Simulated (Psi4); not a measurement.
**A workflow on [BPH5]− (SMILES [BH3-]P)**

Wanted: a geometry optimisation (singlet [BPH5]−, wB97X-D/6-31G**), then the energy (doublet BPH5, U-wB97X-D/6-31G**), then a geometry optimisation (doublet BPH5, U-wB97X-D/6-31G**), then the energy (singlet [BPH5]−, wB97X-D/6-31G**) of BH5P. 

The results are computed with Psi4 1.11.

### 1 The system as given

[BPH5]− has 7 atoms, charge -1, and is taken as a singlet. As SMILES, `[BH3-]P`. Geometry: relaxed at GFN2-xTB. The run starts from this shape.

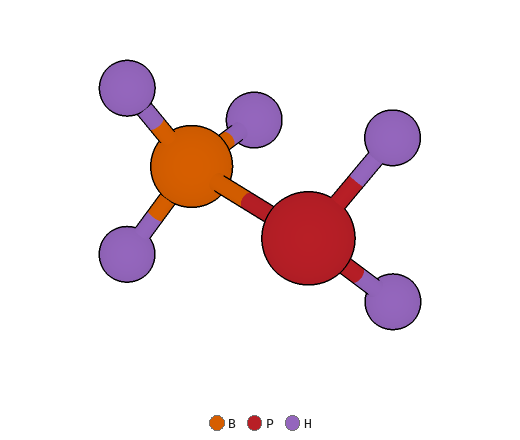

The structure, seen from a chosen angle (boron orange, phosphorus red, hydrogen purple).

### 2 A geometry optimisation at wB97X-D/6-31G(d,p) (density fitting, Cartesian functions) (run 1)

Contents of bh5p.dat:

```
memory 1600 MB

molecule m {
  -1 1
  B     -0.506120    -0.519900    -0.363840
  P      0.697480     0.300190     0.995330
  H     -1.584360    -0.644230     0.174420
  H     -0.027360    -1.601150    -0.627340
  H     -0.557520     0.205550    -1.330350
  H      0.219110     1.599520     0.971100
  H      1.758760     0.660030     0.180690
  units angstrom
  symmetry c1
}


energy_value, wavefunction = optimize('wb97x-d/6-31G**', return_wfn=True)
```

On the command line:

```sh
psi4 -n 1 bh5p.dat bh5p.out
```

bh5p.out:

```text
[...]
  Running in c1 symmetry.
[...]
  Nuclear repulsion =   51.156154058888333
[...]
  Multiplicity = 1
[...]
  Nalpha       = 13
  Nbeta        = 13
[...]
    Number of basis functions: 59
[...]
   @DF-RKS iter   1:  -369.07629562671599   -5.36498e-01   6.78066e-03 DIIS/ADIIS
[...]
   @DF-RKS iter   6:  -369.20083720686034   -6.48015e-12   7.64021e-09 DIIS
[...]
    Orbital Energies [Eh]
    ---------------------
    Doubly Occupied:
       1A    -77.006818     2A     -6.582386     3A     -6.440046
       4A     -4.589263     5A     -4.587014     6A     -4.582592
       7A     -0.508166     8A     -0.351369     9A     -0.255684
      10A     -0.195356    11A     -0.158441    12A     -0.146785
      13A     -0.093244
[...]
  @DF-RKS Final Energy:  -369.20083720686034
   => Energetics <=
    Nuclear Repulsion Energy =             50.1179687979149335
    One-Electron Energy =                -613.4022110779167178
    Two-Electron Energy =                 214.9397529749346347
    DFT Exchange-Correlation Energy =     -20.8546867374230374
    Empirical Dispersion Energy =          -0.0016611643701551
    VV10 Nonlocal Energy =                  0.0000000000000000
    Total Energy =                       -369.2008372068602853
[...]
 Multipole Moments:
 ------------------------------------------------------------------------------------
     Multipole            Electronic (a.u.)      Nuclear  (a.u.)        Total (a.u.)
 ------------------------------------------------------------------------------------
 L = 1.  Multiply by 2.5417464519 to convert [e a0] to [Debye]
 Dipole X            :          2.0290516           -1.2689659            0.7600858
 Dipole Y            :          0.5369252            0.1705048            0.7074300
 Dipole Z            :          3.3036396           -2.6694507            0.6341889
 Magnitude           :                                                    1.2167099
[...]
  -Total Gradient:
     Atom            X                  Y                   Z
    ------   -----------------  -----------------  -----------------
       1       -0.000098895823    -0.000112075280    -0.000068921437
       2       -0.000010890371    -0.000171541636     0.000184461824
       3       -0.000080830676    -0.000048714108    -0.000029730387
       4       -0.000040140278    -0.000073967279    -0.000052031244
       5        0.000009711765     0.000004885354     0.000015588000
       6       -0.000027873013    -0.000178426393     0.000134443054
       7       -0.000041480020    -0.000168346364     0.000143282888
[...]
```

The script printed:

```text
Optimizer: Optimization complete!
```

Run time: 14 s. Hardware: 1 thread of Intel Xeon 6975P-C (Granite Rapids), shared host; peak memory 0.5 GiB.

Step by step:

| step | energy from the first frame kept (eV) | largest force (eV/Å) |
| --- | --- | --- |
| 0 | 0.0000 | 1.1261 |
| 1 | -0.0778 | 0.0804 |
| 2 | -0.0793 | 0.0398 |
| 3 | -0.0796 | 0.0244 |
| 4 | -0.0796 | 0.0130 |

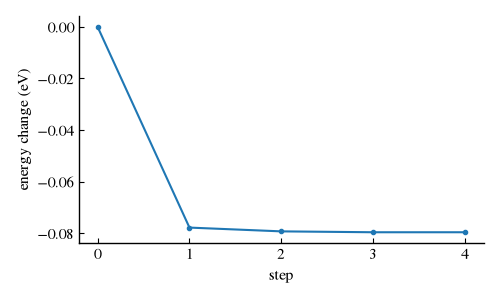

Energy along the run.

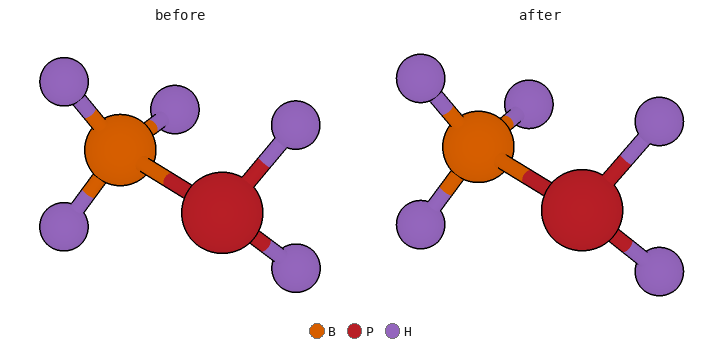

Before and after, at one scale.

After the run. Bond lengths: B1–P2 2.018 Å, B1–H3 1.229 Å, B1–H4 1.229 Å, B1–H5 1.226 Å, P2–H6 1.432 Å, P2–H7 1.432 Å. Angles: B1–P2–H6 102.5°, B1–P2–H7 102.5°, P2–B1–H3 106.1°, P2–B1–H4 106.1°, P2–B1–H5 111.9°, H6–P2–H7 92.4°, H3–B1–H4 109.9°, H3–B1–H5 111.3°, H4–B1–H5 111.3°.

### 3 Doublet neutral BPH5: a single-point energy at U-wB97X-D/6-31G(d,p) (density fitting, Cartesian functions) (run 2)

Contents of input.dat:

```
memory 1600 MB

molecule {
  0 2
  B     -0.518323    -0.531750    -0.375307
  P      0.701495     0.305592     0.997688
  H     -1.607948    -0.669187     0.176384
  H     -0.036571    -1.632874    -0.632120
  H     -0.613312     0.159464    -1.383763
  H      0.231593     1.657407     1.045334
  H      1.844773     0.668328     0.215490
}

set globals {
  basis     6-31G**
  reference uks
}

e, wfn = energy("wb97x-d", return_wfn=True)
```

On the command line:

```sh
psi4 input.dat output.dat -n 1
```

output.dat:

```text
[...]
  Running in c1 symmetry.
[...]
  Nuclear repulsion =   50.117967186980614
[...]
  Multiplicity = 2
[...]
  Nalpha       = 13
  Nbeta        = 12
[...]
    Number of basis functions: 59
[...]
   @DF-UKS iter   1:  -369.00495379301896   -5.47239e-01   5.36316e-03 ADIIS/DIIS
[...]
   @DF-UKS iter  12:  -369.08842207376614   -3.69838e-08   3.46006e-07 DIIS
[...]
   @S^2 Observed:                7.551742684E-01
[...]
    Orbital Energies [Eh]
    ---------------------
    Alpha Occupied:
       1A    -77.305662     2A     -6.816104     3A     -6.738685
       4A     -4.890396     5A     -4.884655     6A     -4.882208
       7A     -0.789175     8A     -0.589410     9A     -0.511310
      10A     -0.457828    11A     -0.390054    12A     -0.376804
      13A     -0.372587
    Alpha Virtual:
      14A      0.073792    15A      0.098473    16A      0.159363
      17A      0.237026    18A      0.240140    19A      0.270442
      20A      0.345365    21A      0.352451    22A      0.366077
      23A      0.472450    24A      0.517582    25A      0.538581
[...]
  @DF-UKS Final Energy:  -369.08842207376614
   => Energetics <=
    Nuclear Repulsion Energy =             50.1179671869806143
    One-Electron Energy =                -606.7532858703809779
    Two-Electron Energy =                 208.2526766028498741
    DFT Exchange-Correlation Energy =     -20.7041188291954192
    Empirical Dispersion Energy =          -0.0016611640202684
    VV10 Nonlocal Energy =                  0.0000000000000000
    Total Energy =                       -369.0884220737661394
[...]
 Multipole Moments:
 ------------------------------------------------------------------------------------
     Multipole            Electronic (a.u.)      Nuclear  (a.u.)        Total (a.u.)
 ------------------------------------------------------------------------------------
 L = 1.  Multiply by 2.5417464519 to convert [e a0] to [Debye]
 Dipole X            :          2.1733142           -1.2689654            0.9043488
 Dipole Y            :          0.6493283            0.1705060            0.8198343
 Dipole Z            :          3.4501137           -2.6694514            0.7806624
 Magnitude           :                                                    1.4489336
[...]
```

Wall time 5.1 s (1 thread of Intel Xeon 6975P-C (Granite Rapids), shared host); peak memory 0.46 GiB.

### 4 Doublet neutral BPH5: a structure relaxation at U-wB97X-D/6-31G(d,p) (density fitting, Cartesian functions) (run 3)

Contents of bh5p.in:

```
memory 1.6 GB

molecule molecule1 {
  0 2
  B     -0.518323    -0.531750    -0.375307
  P      0.701495     0.305592     0.997688
  H     -1.607948    -0.669187     0.176384
  H     -0.036571    -1.632874    -0.632120
  H     -0.613312     0.159464    -1.383763
  H      0.231593     1.657407     1.045334
  H      1.844773     0.668328     0.215490
  units angstrom
  symmetry c1
}

set basis 6-31G**
set reference uks

e_tot = opt("wb97x-d")
print_variables()
```

On the command line:

```sh
psi4 -i bh5p.in -o bh5p.out -n 1
```

bh5p.out:

```text
[...]
  Running in c1 symmetry.
[...]
  Nuclear repulsion =   50.117967186980614
[...]
  Multiplicity = 2
[...]
  Nalpha       = 13
  Nbeta        = 12
[...]
    Number of basis functions: 59
[...]
   @DF-UKS iter   1:  -369.00495379301896   -5.47239e-01   5.36316e-03 DIIS/ADIIS
[...]
   @DF-UKS iter   9:  -369.11099382135268   -1.25056e-12   3.90201e-09 DIIS
[...]
   @S^2 Observed:                7.541945157E-01
[...]
  @DF-UKS Final Energy:  -369.11099382135268
   => Energetics <=
    Nuclear Repulsion Energy =             51.6230588025545742
    One-Electron Energy =                -609.8653911063477153
    Two-Electron Energy =                 209.8646947518948309
    DFT Exchange-Correlation Energy =     -20.7316780751634404
    Empirical Dispersion Energy =          -0.0016781942910134
    VV10 Nonlocal Energy =                  0.0000000000000000
    Total Energy =                       -369.1109938213526789
[...]
 Multipole Moments:
 ------------------------------------------------------------------------------------
     Multipole            Electronic (a.u.)      Nuclear  (a.u.)        Total (a.u.)
 ------------------------------------------------------------------------------------
 L = 1.  Multiply by 2.5417464519 to convert [e a0] to [Debye]
 Dipole X            :          1.6345503           -0.9111334            0.7234170
 Dipole Y            :          0.5485308            0.2367497            0.7852805
 Dipole Z            :          2.5233849           -2.0532217            0.4701632
 Magnitude           :                                                    1.1666409
[...]
  -Total Gradient:
     Atom            X                  Y                   Z
    ------   -----------------  -----------------  -----------------
       1        0.000091174147     0.000126903107     0.000025928287
       2       -0.000082200789    -0.000112495250    -0.000025689266
       3       -0.000024910752    -0.000040720191    -0.000015910237
       4       -0.000034921413    -0.000034562695    -0.000010703917
       5       -0.000014532201    -0.000040413855     0.000020014481
       6        0.000000223843    -0.000026857898     0.000012642975
       7       -0.000012214786    -0.000019277571     0.000019018544
[...]
```

Standard output:

```text
Optimizer: Optimization complete!
```

Wall time 38 s (1 thread of Intel Xeon 6975P-C (Granite Rapids), shared host); peak memory 0.5 GiB.

Step by step:

| step | energy from the first frame kept (eV) | largest force (eV/Å) |
| --- | --- | --- |
| 0 | 0.0000 | 2.6435 |
| 1 | -0.5020 | 1.1832 |
| 2 | -0.6028 | 0.4184 |
| 3 | -0.6101 | 0.2251 |
| 4 | -0.6133 | 0.0545 |
| 5 | -0.6137 | 0.0238 |
| 6 | -0.6140 | 0.0306 |
| 7 | -0.6142 | 0.0251 |
| 8 | -0.6142 | 0.0081 |

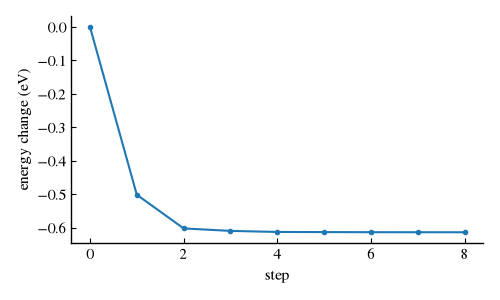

Energy along the run.

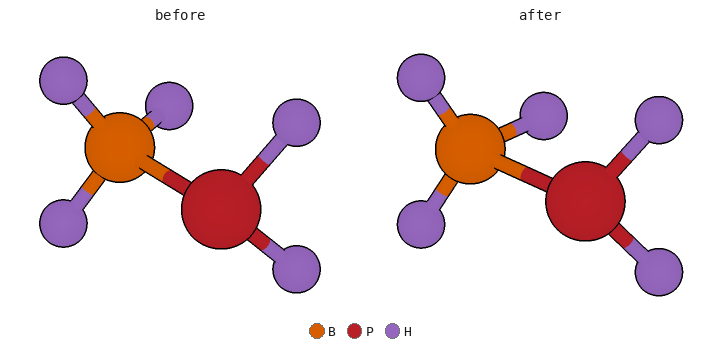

Before and after, at one scale.

After the run. Bond lengths: B1–P2 1.952 Å, B1–H3 1.200 Å, B1–H4 1.200 Å, B1–H5 1.241 Å, P2–H6 1.411 Å, P2–H7 1.411 Å. Angles: B1–P2–H6 113.8°, B1–P2–H7 113.8°, P2–B1–H3 109.9°, P2–B1–H4 109.9°, P2–B1–H5 86.4°, H6–P2–H7 98.8°, H3–B1–H4 118.9°, H3–B1–H5 113.5°, H4–B1–H5 113.5°.

### 5 The energy at wB97X-D/6-31G(d,p) (density fitting, Cartesian functions) (run 4)

Contents of bh5p.inp:

```
memory 1600 MB

molecule {
  -1 1
  B     -0.521681    -0.667612    -0.219890
  P      0.690724     0.354518     0.918445
  H     -1.612894    -0.706450     0.277408
  H      0.000141    -1.695558    -0.552443
  H     -0.388112     0.246012    -1.049220
  H      0.257045     1.672755     1.171977
  H      1.930069     0.646852     0.311263
  units angstrom
  symmetry c1
}

set globals {
  basis     6-31G**
  reference rks
}

result, w = energy("wb97x-d", return_wfn=True)
```

On the command line:

```sh
psi4 -n 1 bh5p.inp bh5p.out
```

bh5p.out:

```text
[...]
  Running in c1 symmetry.
[...]
  Nuclear repulsion =   51.623057174668808
[...]
  Multiplicity = 1
[...]
  Nalpha       = 13
  Nbeta        = 13
[...]
    Number of basis functions: 59
[...]
   @DF-RKS iter   1:  -369.04530432211959   -4.89806e-01   6.88958e-03 DIIS/ADIIS
[...]
   @DF-RKS iter   7:  -369.17247061509403   -1.12381e-07   8.65994e-07 DIIS
[...]
    Orbital Energies [Eh]
    ---------------------
    Doubly Occupied:
       1A    -76.995366     2A     -6.579849     3A     -6.430263
       4A     -4.579815     5A     -4.577166     6A     -4.572439
       7A     -0.511558     8A     -0.361007     9A     -0.266167
      10A     -0.188076    11A     -0.180834    12A     -0.169576
      13A     -0.042050
[...]
  @DF-RKS Final Energy:  -369.17247061509403
   => Energetics <=
    Nuclear Repulsion Energy =             51.6230571746688085
    One-Electron Energy =                -616.4253214209722955
    Two-Electron Energy =                 216.5113673301739254
    DFT Exchange-Correlation Energy =     -20.8798955043208494
    Empirical Dispersion Energy =          -0.0016781946436281
    VV10 Nonlocal Energy =                  0.0000000000000000
    Total Energy =                       -369.1724706150940278
[...]
 Multipole Moments:
 ------------------------------------------------------------------------------------
     Multipole            Electronic (a.u.)      Nuclear  (a.u.)        Total (a.u.)
 ------------------------------------------------------------------------------------
 L = 1.  Multiply by 2.5417464519 to convert [e a0] to [Debye]
 Dipole X            :          1.5031438           -0.9111325            0.5920113
 Dipole Y            :          0.4828416            0.2367504            0.7195920
 Dipole Z            :          2.3462611           -2.0532233            0.2930377
 Magnitude           :                                                    0.9768117
[...]
```

Run time: 3 s. Hardware: 1 thread of Intel Xeon 6975P-C (Granite Rapids), shared host; peak memory 0.46 GiB.

### 6 Summary of results

```
                                                                     quantity          value
                              run 1, wB97X-D/6-31G**: total energy at the end  -369.20084 Eh
                                          run 1, wB97X-D/6-31G**: HOMO energy       -2.54 eV
                                          run 1, wB97X-D/6-31G**: LUMO energy        8.59 eV
run 1, wB97X-D/6-31G**: HOMO–LUMO gap (to an unbound level, set by the basis)       11.13 eV
                                    run 1, wB97X-D/6-31G**: dispersion energy   -4.36 kJ/mol
                                    doublet neutral BPH5, run 2: total energy  -369.08842 Eh
                                   doublet neutral BPH5, run 2: dipole moment         3.68 D
              doublet neutral BPH5, run 2: HOMO energy (highest over α and β)      -10.10 eV
               doublet neutral BPH5, run 2: LUMO energy (lowest over α and β)       -3.56 eV
                               doublet neutral BPH5, run 2: dispersion energy   -4.36 kJ/mol
                                            doublet neutral BPH5, run 2: ⟨S²⟩          0.755
                         doublet neutral BPH5, run 3: total energy at the end  -369.11099 Eh
                                   doublet neutral BPH5, run 3: dipole moment         2.97 D
              doublet neutral BPH5, run 3: HOMO energy (highest over α and β)       -9.00 eV
               doublet neutral BPH5, run 3: LUMO energy (lowest over α and β)       -2.17 eV
                               doublet neutral BPH5, run 3: dispersion energy   -4.41 kJ/mol
                                            doublet neutral BPH5, run 3: ⟨S²⟩          0.754
                                         run 4, wB97X-D/6-31G**: total energy  -369.17247 Eh
                                          run 4, wB97X-D/6-31G**: HOMO energy       -1.14 eV
                                          run 4, wB97X-D/6-31G**: LUMO energy        9.12 eV
run 4, wB97X-D/6-31G**: HOMO–LUMO gap (to an unbound level, set by the basis)       10.26 eV
                                    run 4, wB97X-D/6-31G**: dispersion energy   -4.41 kJ/mol
     adiabatic ionisation energy (to the doublet neutral, no zero-point term)       2.445 eV
```

The adiabatic ionisation energy (to the doublet neutral, no zero-point term) is 2.44 eV (236 kJ/mol). The optimisation (run 1, wB97X-D/6-31G**) took 5 steps and changed the energy by -0.080 eV. The optimisation (doublet neutral BPH5, run 3) took 9 steps and changed the energy by -0.614 eV.
